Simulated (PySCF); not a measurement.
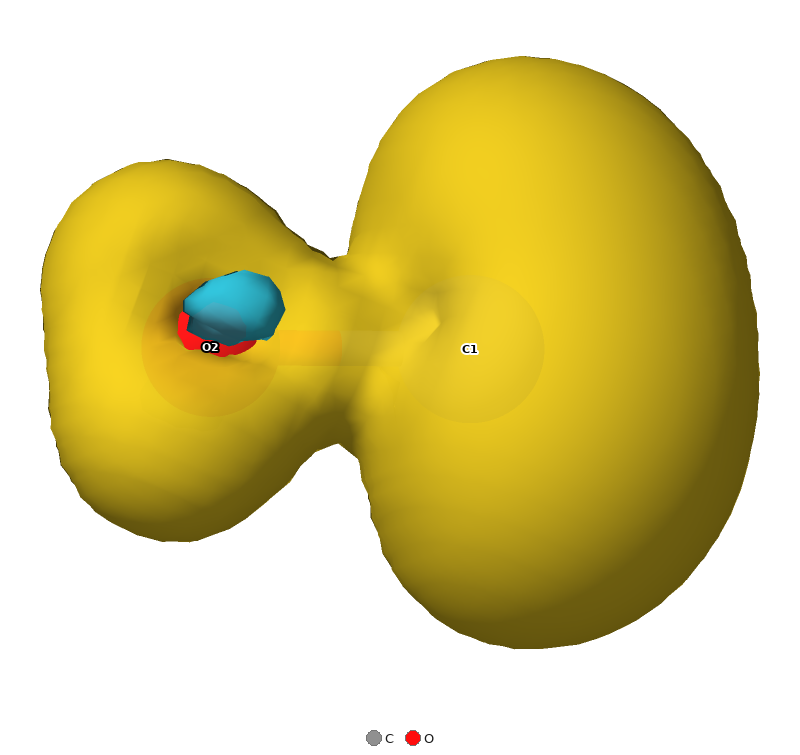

Figure 1: CO (carbon monoxide) (triplet). Isosurfaces of the spin density at +0.05 (yellow) and −0.05 e/Å³ (cyan), seen from one side.

Geometry: PBE0-D3(BJ)/def2-SVP.

Level of theory: PySCF, UKS B3LYP, IGLO-III on C O, non-relativistic, mean-field spin-orbit, GIAO.

Question: Which atoms carry the spin?

Answer: The unpaired spin (2 electrons) lies mostly on C1 (about 1.6) and O2 (about 0.4), in electrons by Hirshfeld's partition.
